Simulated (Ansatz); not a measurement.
AlBFH3 (SMILES F[BH][AlH2])

```xyz
6

F    -0.4785   -2.0791   -0.1095
B    -0.7015   -0.7980   -0.3841
Al    0.6438    0.7360    0.3269
H    -1.6945   -0.5989   -1.0455
H     1.8744    1.2205   -0.5598
H     0.3983    1.4555    1.7259
```

Geometry: PBE0-D4/def2-TZVP.

Method: Ansatz, RKS PBE0-D4/def2-TZVPP.

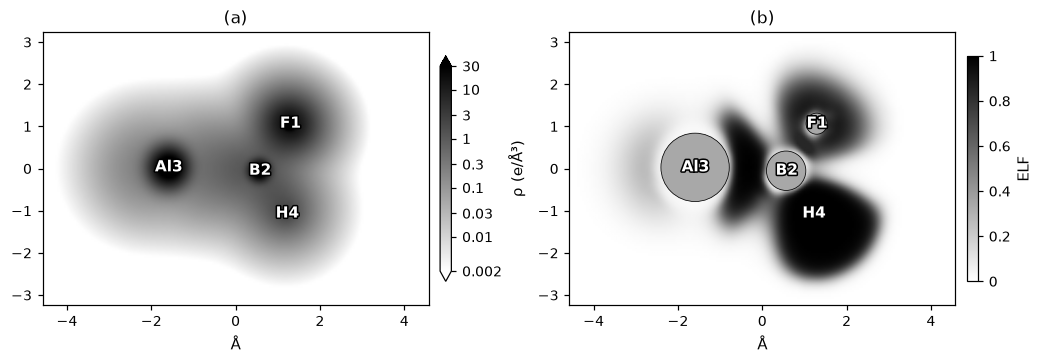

Figure 1. (a) total electron density; (b) electron localisation function on the plane of atoms Al3, B2 and H4. Grey discs cover the atomic cores in the ELF map.

Read the bonding off the picture.

The section cuts through F, B, Al and H sites.
B–F (1.33 Å): ρ is about 2.2 e/Å³ halfway; the ELF peaks at about 0.85 between the atoms, as expected for a shared but strongly polarised pair.
Al–B (2.16 Å): the density is about 0.59 e/Å³ at the midpoint; the ELF peaks at about 1 between the atoms (localised, covalent bonding).
B–H (1.21 Å): the density is about 1.3 e/Å³ at the midpoint; the ELF climbs to about 1 towards the hydrogen, as it does in any bond to H; a covalent bond by its length.
The ELF also peaks beside F1, away from the bonds: lone-pair regions.

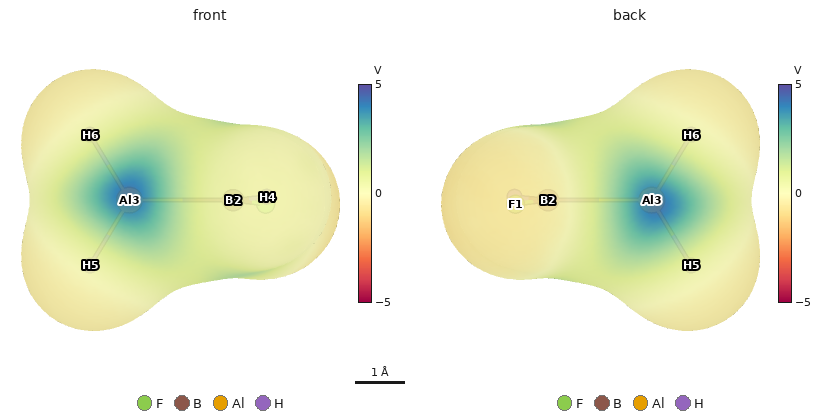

Figure 2. The electrostatic potential painted on the density surface at 0.002 e/bohr³, seen from the front and from behind; the colour scale runs from red (negative) to blue (positive).

Describe the electrostatic potential map.

The most negative region (about −0.7 V) lies over F1, the most positive (about +4.1 V) over Al3.

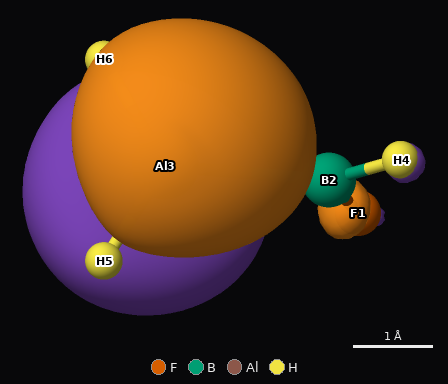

Figure 3. One frontier orbital at ±0.1 Å⁻³ᐟ² (orange and purple are the two phases), seen at a tilt.

Which orbital is it: HOMO or LUMO?

The LUMO, at −1.86 eV. By Hirshfeld shares it lies mainly on Al3 (about 75 %) and B2 (about 10 %).

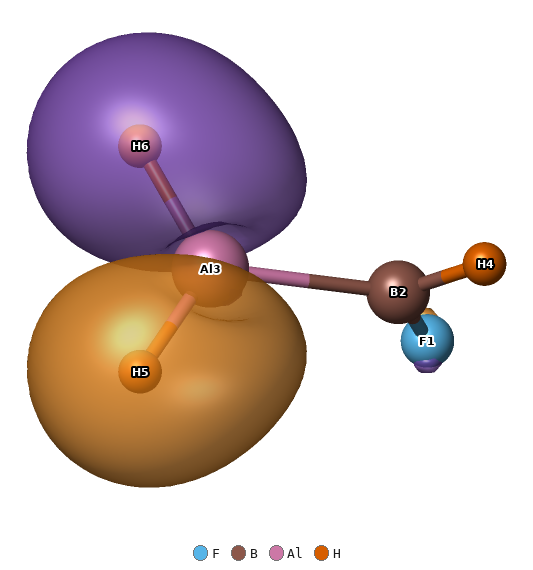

Figure 4. The HOMO−1 at ±0.08 Å⁻³ᐟ² (orange and purple are the two phases), seen at a tilt.

Describe this orbital and give its energy.

It lies mainly on Al3 (about 35 %), H5 (about 30 %) and H6 (about 30 %). Its energy is −8.57 eV.
